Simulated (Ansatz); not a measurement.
## Dielectric response of InP (110) films

How well do thin zincblende InP (110) films screen a perpendicular field?

Method: plane-wave DFT, PBE, Ansatz PAW, in the first sound run; inputs show where later runs differ, in Ansatz 0.2.0.

## 1. Set-up

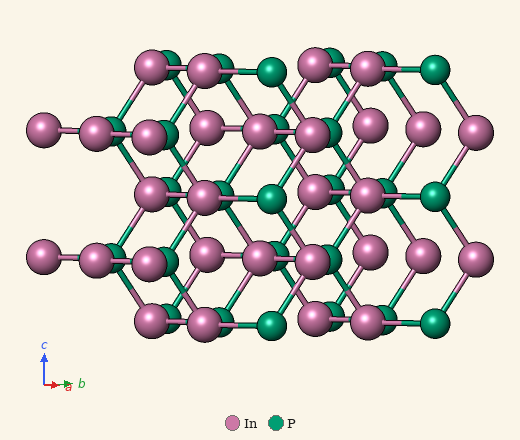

The cell as given, from the side, with the c axis up (indium pink, phosphorus teal). 2×2×1 cells are drawn. Some periodic images of atoms are drawn too.

The cell holds 10 atoms: 5 In and 5 P. Its edges and angles: a = 4.151 Å, b = 5.870 Å, c = 26.301 Å, α = 90.0°, β = 90.0°, γ = 90.0°. It derives from InP (zincblende InP). Vacuum lies along c.

## 2. Relaxation, 10 atoms, units 5

The structure is relaxed first, because levels and dipoles at a surface follow the positions of the outer atoms.

Contents of input.yaml:

```yaml
crystal:
  lattice:
    - [4.15071681, 0.0, 0.0]
    - [0.0, 5.87, 0.0]
    - [0.0, 0.0, 26.3014336111]
  atoms:
    - { symbol: In, position: [0.5, 0.5, 0.3421866706] }
    - { symbol: P, position: [0.0, 0.75, 0.3421866706] }
    - { symbol: In, position: [0.0, 0.0, 0.4210933353] }
    - { symbol: P, position: [0.5, 0.25, 0.4210933353] }
    - { symbol: In, position: [0.5, 0.5, 0.5] }
    - { symbol: P, position: [0.0, 0.75, 0.5] }
    - { symbol: In, position: [0.0, 0.0, 0.5789066647] }
    - { symbol: P, position: [0.5, 0.25, 0.5789066647] }
    - { symbol: In, position: [0.5, 0.5, 0.6578133294] }
    - { symbol: P, position: [0.0, 0.75, 0.6578133294] }
kpoints:
  mp_grid: { grid: [8, 6, 1] }
hamiltonian:
  xc: pbe
scf:
  occupations: { method: fermi_dirac, width: 0.03 }
  convergence: { dr2_threshold: 1.0e-09 }
efield:
  axis: 3
  dipole_correction: true
  ramp_position: 0.97
  ramp_width: 0.06
relax:
  f_tol: 0.003
  max_steps: 100
output:
  write_potential: true
  write_density: true
  volumetric_format: npy
```

Started as:

```
$ ansatz run input.yaml --threads 4 --pin off --max-ram 8192MiB --backend cpu --events-out ev --progress --plain --runs-dir out
```

Numbers of over 12 decimals in the logs are rounded to 6 here.

The log of the run:

```text
Engine: ansatz 0.2.0, x86_64-unknown-linux-gnu
Pseudopotentials: kind: paw
Pseudopotential: In, paw, valence charge 13, recommended cutoff 420 eV (normal), In.paw.azcp
Pseudopotential: P, paw, valence charge 5, recommended cutoff 420 eV (normal), P.paw.azcp
Functional definition: PBE
  parameter kappa = 0.804
  parameter beta = 0.066725
  exchange = pbe_x(kappa = kappa, mu = beta*pi^2/3)
  correlation = pbe_c(beta = beta)
Crystal: 10 atoms, lattice volume = 640.827 Å³
Basis set: ecut = 420 eV, 12465 PW (Γ), exchange–correlation on 60×80×360 points (8 copies of the dense FFT grid, shifted against one another)
Bands: 55, of which v1, the nominal top of the filled ones, is band 45 counted from 1 (44 counted from 0)
Symmetry: 2 space group operations
k-points: 20 of 48 (time reversal used)
Non-local potential: In, projectors of the file, l = 0: 2, l = 1: 2, l = 2: 2, l = 3: 2
Non-local potential: P, projectors of the file, l = 0: 2, l = 1: 2, l = 2: 2
PAW form: soft (Blöchl's): semilocal exchange-correlation on the pseudo side does not see the compensation charge
PAW one-centre angular grid: In, 590 points (default); XC on 64 Gauss nodes
PAW one-centre angular grid: P, 110 points (default); XC on 64 Gauss nodes
Initial density: superposition of atomic densities (neutral atoms: chi_scale 0, normalization atom), corrected by the library's trained network
Initial wavefunctions: pseudopotential atomic-orbital guess
Functional: x = pbe(κ = 0.804, μ = 0.219515), c = pbe(β = 0.066725)
SCF iter   1: F=—  HF=-31766.978065 eV  |F-HF|=—  |Δ(HF+E_count)|=         —  Δρ=1.79e-3  dr2=7.94e-2  ethr=1.77e-3  p=0.000 e·Å  D=8.46e-14 V/Å  ΔV_dip=-0.00 eV  dr2_dipole=1.56e-7  V_vac-E_F(+/−)=4.46/4.46 eV  ⟨swp⟩=9.6  Hψ=5319  notcnv=0  defer=16
efield: sawtooth ramp at fractional position 0.9700 (set: `efield.ramp_position`, or a place that a band, a saddle search or an elastic batch's reference lends), width 0.0600; the density the first Hamiltonian is built on has a dipole p = 0.000 e·Å; the dipole correction subtracts the counter field D = 8.46e-14 V/Å, which shifts the + side's vacuum level by -0.00 eV against the − side's; the planar-averaged density in the ramp window peaks in size at 2.8e-6 e/Å³
preconditioner: auto → Resta (q_TF=auto, 1.967 Å⁻¹)  ε∞=2.2  [insulator: Δε(μ)=0.366 eV  Ē_g=12.837 eV  σ=0.030 eV  W_gap=0.99  n_scr=84 (ndim 8)  ℏωp=13.9 eV  f_vac=0.554  D(μ)=0.02/eV (n_scr^D=0)  ε∞_Penn≈2.2  vacuum switching on, ρ_ref=1.2e-2 e/Å³]
SCF iter   2: F=—  HF=-31766.973350 eV  |F-HF|=—  |Δ(HF+E_count)|=   4.71e-3  Δρ=1.13e-3  dr2=5.00e-2  ethr=8.82e-5  p=0.000 e·Å  D=7.30e-5 V/Å  ΔV_dip=-0.00 eV  dr2_dipole=2.02e-6  V_vac-E_F(+/−)=4.57/4.57 eV  ⟨swp⟩=4.1  Hψ=2528  notcnv=0  defer=54
SCF iter   3: F=—  HF=-31766.967360 eV  |F-HF|=—  |Δ(HF+E_count)|=   5.99e-3  Δρ=5.47e-4  dr2=2.97e-3  ethr=5.55e-5  p=-0.000 e·Å  D=-7.46e-5 V/Å  ΔV_dip=0.00 eV  dr2_dipole=2.45e-6  V_vac-E_F(+/−)=4.52/4.51 eV  ⟨swp⟩=3.5  Hψ=1500  notcnv=0  defer=54
SCF iter   4: F=—  HF=-31766.967911 eV  |F-HF|=—  |Δ(HF+E_count)|=   5.51e-4  Δρ=2.04e-4  dr2=5.21e-4  ethr=3.30e-6  p=0.001 e·Å  D=3.18e-4 V/Å  ΔV_dip=-0.01 eV  dr2_dipole=4.24e-5  V_vac-E_F(+/−)=4.53/4.53 eV  ⟨swp⟩=2.0  Hψ=1399  notcnv=0  defer=54
SCF iter   5: F=—  HF=-31766.968117 eV  |F-HF|=—  |Δ(HF+E_count)|=   2.06e-4  Δρ=9.09e-5  dr2=8.01e-4  ethr=5.79e-7  p=-0.004 e·Å  D=-1.00e-3 V/Å  ΔV_dip=0.03 eV  dr2_dipole=4.27e-4  V_vac-E_F(+/−)=4.54/4.52 eV  ⟨swp⟩=2.8  Hψ=1979  notcnv=0  defer=54
SCF iter   6: F=—  HF=-31766.968060 eV  |F-HF|=—  |Δ(HF+E_count)|=   5.67e-5  Δρ=5.87e-5  dr2=9.38e-5  ethr=5.79e-7  p=0.001 e·Å  D=3.03e-4 V/Å  ΔV_dip=-0.01 eV  dr2_dipole=3.92e-5  V_vac-E_F(+/−)=4.53/4.53 eV  ⟨swp⟩=2.0  Hψ=1198  notcnv=0  defer=54
SCF iter   7: F=—  HF=-31766.968047 eV  |F-HF|=—  |Δ(HF+E_count)|=   1.28e-5  Δρ=2.52e-5  dr2=5.93e-6  ethr=1.04e-7  p=0.000 e·Å  D=4.50e-5 V/Å  ΔV_dip=-0.00 eV  dr2_dipole=7.95e-7  V_vac-E_F(+/−)=4.53/4.53 eV  ⟨swp⟩=2.0  Hψ=1144  notcnv=0  defer=54
SCF iter   8: F=—  HF=-31766.968079 eV  |F-HF|=—  |Δ(HF+E_count)|=   3.15e-5  Δρ=7.39e-6  dr2=4.53e-7  ethr=6.59e-9  p=0.000 e·Å  D=8.84e-6 V/Å  ΔV_dip=-0.00 eV  dr2_dipole=3.32e-8  V_vac-E_F(+/−)=4.53/4.53 eV  ⟨swp⟩=2.0  Hψ=1429  notcnv=0  defer=54
SCF iter   9: F=—  HF=-31766.968079 eV  |F-HF|=—  |Δ(HF+E_count)|=   6.21e-7  Δρ=1.64e-6  dr2=2.34e-8  ethr=5.03e-10  p=-0.000 e·Å  D=-1.27e-6 V/Å  ΔV_dip=0.00 eV  dr2_dipole=2.04e-10  V_vac-E_F(+/−)=4.53/4.53 eV  ⟨swp⟩=2.2  Hψ=1777  notcnv=0  defer=54
SCF iter  10: F=—  HF=-31766.968079 eV  |F-HF|=—  |Δ(HF+E_count)|=   3.70e-8  Δρ=5.52e-7  dr2=4.06e-9  ethr=2.60e-11  p=0.000 e·Å  D=9.72e-7 V/Å  ΔV_dip=-0.00 eV  dr2_dipole=6.76e-11  V_vac-E_F(+/−)=4.53/4.53 eV  ⟨swp⟩=3.0  Hψ=2052  notcnv=0  defer=54
SCF iter  11: F=-31766.968079 eV  HF=-31766.968079 eV  |F-HF|=9.46e-11  |Δ(HF+E_count)|=   1.63e-9  Δρ=2.09e-7  dr2=6.24e-10  ethr=1.11e-12  p=-0.000 e·Å  D=-2.76e-7 V/Å  ΔV_dip=0.00 eV  dr2_dipole=6.96e-13  V_vac-E_F(+/−)=4.53/4.53 eV  ⟨swp⟩=9.0  Hψ=6953  notcnv=0
SCF 1 converged in 11 iterations: F = -31766.968079 eV  dr2 = 6.24e-10
  greatest PAW one-centre occupation: 0.982 electrons in one spin orbital (limit 2), on the In atom at site 8 (counted from 0), in its partial waves of l = 2
relax step   1: F+E_penalty+E_count = -31766.96807944 eV  Δ(F+E_penalty+E_count) = +0.000e0 eV  max|allowed force component| = 1.327e0 eV/Å  Δτ_max = 0.0000 Å  (11 SCF iters, accepted)
Initial density: handed on by an earlier stage of this run
Initial wavefunctions: those handed on with the density
iter 1 solved again at ethr=1.56e-4 eV; its pass at ethr=3.10e-3 eV (dr2=1.41e-1 eV) is discarded
SCF iter   1: F=—  HF=-31767.874457 eV  |F-HF|=—  |Δ(HF+E_count)|=         —  Δρ=5.00e-3  dr2=1.41e-1  ethr=1.56e-4  p=-0.000 e·Å  D=-2.76e-7 V/Å  ΔV_dip=0.00 eV  dr2_dipole=6.15e-13  V_vac-E_F(+/−)=4.43/4.43 eV  ⟨swp⟩=2.0  Hψ=5097  notcnv=0  defer=54
efield: sawtooth ramp at fractional position 0.9700 (set: `efield.ramp_position`, or a place that a band, a saddle search or an elastic batch's reference lends), width 0.0600; the density the first Hamiltonian is built on has a dipole p = -0.000 e·Å; the dipole correction subtracts the counter field D = -2.76e-7 V/Å, which shifts the + side's vacuum level by +0.00 eV against the − side's; the planar-averaged density in the ramp window peaks in size at 1.4e-7 e/Å³
[...]
relax step   3: F+E_penalty+E_count = -31768.16586891 eV  Δ(F+E_penalty+E_count) = -3.297e-1 eV  max|allowed force component| = 3.140e-1 eV/Å  Δτ_max = 0.1968 Å  (11 SCF iters, accepted)
[...]
relax step   4: F+E_penalty+E_count = -31768.16650457 eV  Δ(F+E_penalty+E_count) = -6.357e-4 eV  max|allowed force component| = 2.811e-1 eV/Å  Δτ_max = 0.1070 Å  (11 SCF iters, accepted)
[...]
relax step   5: F+E_penalty+E_count = -31768.18740382 eV  Δ(F+E_penalty+E_count) = -2.090e-2 eV  max|allowed force component| = 1.257e-2 eV/Å  Δτ_max = 0.0657 Å  (11 SCF iters, accepted)
SCF iter   1: F=—  HF=-31768.187481 eV  |F-HF|=—  |Δ(HF+E_count)|=         —  Δρ=1.17e-4  dr2=6.71e-5  ethr=8.58e-7  p=-0.000 e·Å  D=-4.11e-7 V/Å  ΔV_dip=0.00 eV  dr2_dipole=3.88e-11  V_vac-E_F(+/−)=4.57/4.57 eV  ⟨swp⟩=3.2  Hψ=2783  notcnv=0  defer=50
efield: sawtooth ramp at fractional position 0.9700 (set: `efield.ramp_position`, or a place that a band, a saddle search or an elastic batch's reference lends), width 0.0600; the density the first Hamiltonian is built on has a dipole p = -0.000 e·Å; the dipole correction subtracts the counter field D = -4.11e-7 V/Å, which shifts the + side's vacuum level by +0.00 eV against the − side's; the planar-averaged density in the ramp window peaks in size at 1.0e-7 e/Å³
preconditioner: auto → Resta (q_TF=auto, 1.967 Å⁻¹)  ε∞=2.2  [insulator: Δε(μ)=1.036 eV  Ē_g=12.846 eV  σ=0.030 eV  W_gap=1.00  n_scr=84 (ndim 8)  ℏωp=13.9 eV  f_vac=0.559  D(μ)=0.00/eV (n_scr^D=0)  ε∞_Penn≈2.2  vacuum switching on, ρ_ref=1.2e-2 e/Å³]
SCF iter   2: F=—  HF=-31768.187457 eV  |F-HF|=—  |Δ(HF+E_count)|=   2.34e-5  Δρ=5.20e-5  dr2=1.11e-5  ethr=7.45e-8  p=0.000 e·Å  D=7.40e-7 V/Å  ΔV_dip=-0.00 eV  dr2_dipole=9.39e-11  V_vac-E_F(+/−)=4.57/4.57 eV  ⟨swp⟩=2.0  Hψ=2175  notcnv=0  defer=50
SCF iter   3: F=—  HF=-31768.187457 eV  |F-HF|=—  |Δ(HF+E_count)|=   3.06e-7  Δρ=1.43e-5  dr2=1.72e-6  ethr=1.23e-8  p=-0.000 e·Å  D=-2.50e-6 V/Å  ΔV_dip=0.00 eV  dr2_dipole=1.37e-9  V_vac-E_F(+/−)=4.57/4.57 eV  ⟨swp⟩=2.0  Hψ=1244  notcnv=0  defer=50
SCF iter   4: F=—  HF=-31768.187485 eV  |F-HF|=—  |Δ(HF+E_count)|=   2.83e-5  Δρ=4.61e-6  dr2=1.01e-6  ethr=1.91e-9  p=0.000 e·Å  D=6.60e-6 V/Å  ΔV_dip=-0.00 eV  dr2_dipole=8.61e-9  V_vac-E_F(+/−)=4.57/4.57 eV  ⟨swp⟩=3.0  Hψ=2190  notcnv=0  defer=50
SCF iter   5: F=—  HF=-31768.187485 eV  |F-HF|=—  |Δ(HF+E_count)|=   1.13e-7  Δρ=1.96e-6  dr2=4.88e-8  ethr=1.12e-9  p=-0.000 e·Å  D=-3.71e-6 V/Å  ΔV_dip=0.00 eV  dr2_dipole=2.86e-9  V_vac-E_F(+/−)=4.57/4.57 eV  ⟨swp⟩=2.0  Hψ=1222  notcnv=0  defer=50
SCF iter   6: F=—  HF=-31768.187485 eV  |F-HF|=—  |Δ(HF+E_count)|=   9.20e-9  Δρ=8.68e-7  dr2=1.42e-8  ethr=5.42e-11  p=0.000 e·Å  D=5.42e-6 V/Å  ΔV_dip=-0.00 eV  dr2_dipole=5.75e-9  V_vac-E_F(+/−)=4.57/4.57 eV  ⟨swp⟩=2.1  Hψ=1273  notcnv=0  defer=50
SCF iter   7: F=—  HF=-31768.187485 eV  |F-HF|=—  |Δ(HF+E_count)|=   1.74e-9  Δρ=4.92e-7  dr2=8.17e-9  ethr=1.58e-11  p=-0.000 e·Å  D=-4.37e-6 V/Å  ΔV_dip=0.00 eV  dr2_dipole=4.02e-9  V_vac-E_F(+/−)=4.57/4.57 eV  ⟨swp⟩=2.0  Hψ=1319  notcnv=0  defer=50
SCF iter   8: F=—  HF=-31768.187485 eV  |F-HF|=—  |Δ(HF+E_count)|=  2.36e-10  Δρ=2.34e-7  dr2=1.04e-9  ethr=9.08e-12  p=-0.000 e·Å  D=-1.41e-6 V/Å  ΔV_dip=0.00 eV  dr2_dipole=4.38e-10  V_vac-E_F(+/−)=4.57/4.57 eV  ⟨swp⟩=2.0  Hψ=1148  notcnv=0  defer=50
SCF iter   9: F=-31768.187485 eV  HF=-31768.187485 eV  |F-HF|=3.64e-12  |Δ(HF+E_count)|=  1.96e-10  Δρ=7.05e-8  dr2=8.12e-11  ethr=1.11e-12  p=-0.000 e·Å  D=-3.09e-7 V/Å  ΔV_dip=0.00 eV  dr2_dipole=3.04e-11  V_vac-E_F(+/−)=4.57/4.57 eV  ⟨swp⟩=8.0  Hψ=6154  notcnv=0
SCF 6 converged in 9 iterations: F = -31768.187485 eV  dr2 = 8.12e-11
relax step   6: F+E_penalty+E_count = -31768.18748500 eV  Δ(F+E_penalty+E_count) = -8.118e-5 eV  max|allowed force component| = 7.577e-4 eV/Å  Δτ_max = 0.0041 Å  (9 SCF iters, accepted)
NSCF: frozen V_eff on 20 k-points
the band table was solved once a step of the walk had ended and its energy, with any forces and stress, was formed, with the checks that follow a solve (5888 applications of the Hamiltonian). They found nothing against the state; the energy, forces and stress were not computed again (output.eigenvalues in the input reference)
WARN: The output density's exchange-correlation potential varies sharply where the density is thin. Do not read a vacuum level from v_tot or v_xc, or from such a field of the output density. On a cell that repeats whose density bears no net charge and no dipole along the vacuum's axis use v_es (v_loc + v_h of the components); under efield.dipole_correction with no amplitude use v_es + v_field, which holds any externa [...]
SCF converged after 9 iterations
Free energy (F): -31768.187485 eV
Harris-Foulkes:  -31768.187485 eV  (|F-HF|=3.64e-12)
Internal energy: -31768.187485 eV  (E = F + TS)
E sigma→0 (E₀):  -31768.187485 eV
Fermi energy:    0.183544 eV
Dipole field:    D = 0.000004 V/Å  (p = 0.000014 e·Å, saw-weighted, corrected)
Work function:   Φ+ = 4.5730 eV   Φ− = 4.5731 eV
Levels:          The Fermi level and band energies are counted from a zero that moves with the ramp; work functions are not
--- Per-component energies (eV) ---
  E_band       = -910.471154
  E_kinetic    = 1557.734646
  E_local      = -56842.436635  (includes V_loc(G=0)·N_el)
  E_nonlocal   = 2006.101588
  E_hartree    = 27359.350522
  E_xc         = -1378.955692
  E_vxc        = -793.529141  (∫ρ·V_xc dr)
  E_paw        = -23623.013452  (= ΣΔE_a)
  E_vpaw       = -1557.042778  (= ΣTr[D̂ρ^β])
  E_aug_tail   = 0.000145  (compensation charges beyond the density's cutoff)
  E_efield     = 0.000000  (sawtooth field / dipole correction)
  E_vefield    = 0.000000  (∫n·V_field dr)
  E_ewald      = 19153.031393
  E_smearing   = -0.000000  (= −TS)
  E_closure    = 0.000000  (closes the sum)
  Σ components = -31768.187485   (vs F -31768.187485, Δ=0.00e0)
--- Forces (eV/Å), atoms counted from 1 ---
  atom   1  In     0.00000000    -0.00015644    -0.00006549
  atom   2  P      0.00000000    -0.00054020     0.00072725
  atom   3  In     0.00000000     0.00056651    -0.00062022
  atom   4  P      0.00000000     0.00067842    -0.00021645
  atom   5  In     0.00000000    -0.00075769    -0.00000077
  atom   6  P      0.00000000    -0.00033760     0.00000071
  atom   7  In     0.00000000     0.00056554     0.00061859
  atom   8  P      0.00000000     0.00067847     0.00021649
  atom   9  In     0.00000000    -0.00015611     0.00006476
  atom  10  P      0.00000000    -0.00054046    -0.00072745
  max |Σ_I F_I| component: 2.57e-6 eV/Å
--- Band table (eV; the first three rows and the last of 20) ---
  k-point 0: bands = [... 41 lower, -0.8195, -0.8059, -0.6071, -0.3328, 0.7043, 1.5590, 1.6270, 1.9724, ... 6 higher]
  k-point 1: bands = [... 41 lower, -0.9599, -0.7538, -0.7004, -0.5237, 1.1273, 1.4925, 1.5127, 2.0246, ... 6 higher]
  k-point 2: bands = [... 41 lower, -0.9811, -0.9736, -0.9488, -0.8463, 1.2991, 1.4182, 1.8275, 1.8495, ... 6 higher]
  k-point 19: bands = [... 41 lower, -1.8919, -1.5615, -1.0343, -1.0260, 0.8224, 1.8007, 1.8563, 2.7327, ... 6 higher]
--- Relaxed structure (6 steps of the walk, 6 accepted, 0 SCFs on fresh bases) ---
  F+E_penalty+E_count = -31768.18748500 eV   max|allowed force component| = 7.577e-4 eV/Å
  atoms:
    - { symbol: In, position: [0.500000, 0.547977, 0.354149] }
    - { symbol: P, position: [0.0, 0.764925, 0.328980] }
    - { symbol: In, position: [0.0, -0.026407, 0.415987] }
    - { symbol: P, position: [0.500000, 0.229669, 0.419461] }
    - { symbol: In, position: [0.500000, 0.479675, 0.500000] }
    - { symbol: P, position: [0.0, 0.737998, 0.500000] }
    - { symbol: In, position: [0.0, -0.026407, 0.584013] }
    - { symbol: P, position: [0.500000, 0.229669, 0.580539] }
    - { symbol: In, position: [0.500000, 0.547977, 0.645851] }
    - { symbol: P, position: [0.0, 0.764925, 0.671020] }
```

The job ended after 3.2 min (4 threads of Intel Xeon at 2.50GHz (Skylake/Cascade Lake), shared host; peak memory 1.4 GiB; 12 min of CPU time).

Step by step:

```csv
step,energy less that of the first step (eV),largest force component (eV/Å)
1,0.0000,1.3266
2,-0.8681,0.6623
3,-1.1978,0.3140
4,-1.1984,0.2811
5,-1.2193,0.0126
6,-1.2194,0.0008
```

Forces are held to the 2 operations that the run works with; a distortion that breaks them can't arise in this run.

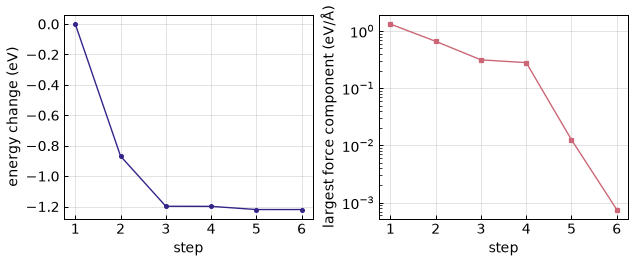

Energy and largest force along the relaxation.

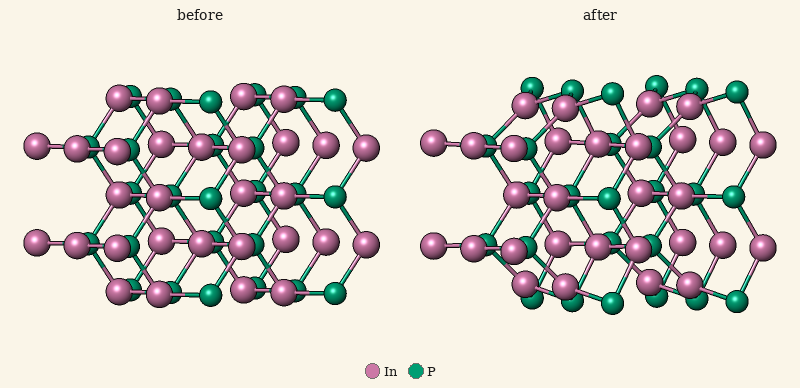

The structure before and after the relaxation, drawn at the same scale.

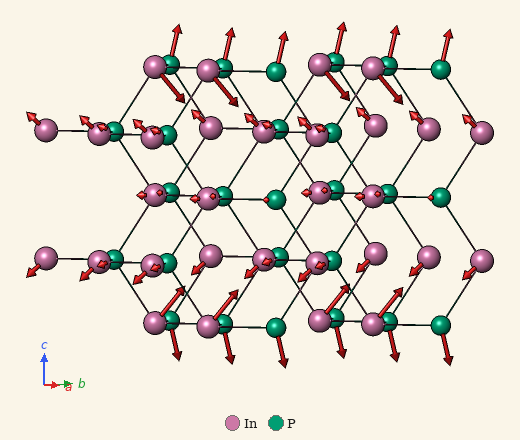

Displacements in the relaxation, exaggerated; the longest in the cell stands for 0.42 Å. 2×2×1 cells are drawn. Some periodic images of atoms are drawn too.

The atoms that moved most (Å):

```csv
atom,dx,dy,dz,length
In9,0.000,0.282,-0.315,0.422
In1,0.000,0.282,0.315,0.422
P10,0.000,0.088,0.347,0.358
P2,0.000,0.088,-0.347,0.358
In7,0.000,-0.155,0.134,0.205
In3,0.000,-0.155,-0.134,0.205
P4,0.000,-0.119,-0.043,0.127
P8,0.000,-0.119,0.043,0.127
```

The relaxed structure:

```cif
data_structure
_symmetry_space_group_name_H-M 'P 1'
_symmetry_Int_Tables_number 1
_cell_length_a 4.1507
_cell_length_b 5.8700
_cell_length_c 26.3014
_cell_angle_alpha 90.000
_cell_angle_beta 90.000
_cell_angle_gamma 90.000
_cell_volume 640.83
loop_
_atom_site_label
_atom_site_type_symbol
_atom_site_fract_x
_atom_site_fract_y
_atom_site_fract_z
_atom_site_occupancy
In1 In 0.50000 0.54798 0.35415 1
P2 P 0.00000 0.76492 0.32898 1
In3 In 0.00000 0.97359 0.41599 1
P4 P 0.50000 0.22967 0.41946 1
In5 In 0.50000 0.47967 0.50000 1
P6 P 0.00000 0.73800 0.50000 1
In7 In 0.00000 0.97359 0.58401 1
P8 P 0.50000 0.22967 0.58054 1
In9 In 0.50000 0.54798 0.64585 1
P10 P 0.00000 0.76492 0.67102 1
```

Numbers from this step:

| Quantity | Value |
| --- | --- |
| dipole along the normal | 1.36e-5 e·Å |

Running mean over 2.075 Å of the planar mean; the ramp of the sawtooth is left out. Table of electron's electrostatic potential energy less the Fermi level by z:

```csv
z (Å),electron's electrostatic potential energy less the Fermi level (eV)
4,4.57
6,4.53
8,-0.0308
10,-4.59
12,-3.65
14,-3.64
16,-4.85
18,-1.42
20,4.48
22,4.57
```

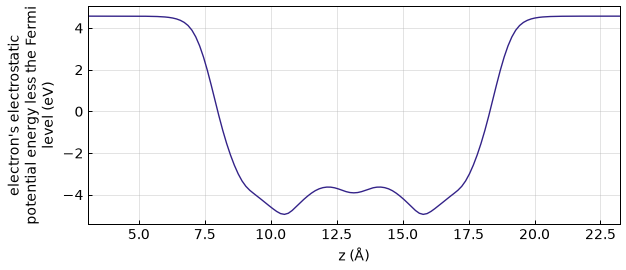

Electron's electrostatic potential energy less the Fermi level, plotted against z.

The relaxation took 6 steps and lowered the energy by 1.2 eV; the largest force on the free atoms ends at 7.6e-4 eV/Å.

The gap is 1.04 eV.

[end of part 1 of 4]

[Logs are printed without paths, hosts, clocks, repeated set-up lines and the standing remarks that a program may print on its own settings, such as how far it seeks lower states.]

[Hosts, paths, dates, database ids (printed as entryN), source tags and the programs' standing remarks are cut or masked in the printed files.]

[Maps of the electrostatic potential energy from Ansatz leave out the sawtooth potential of an applied field or a dipole correction, so their vacuum need not be flat; planar profiles and work functions include it.]
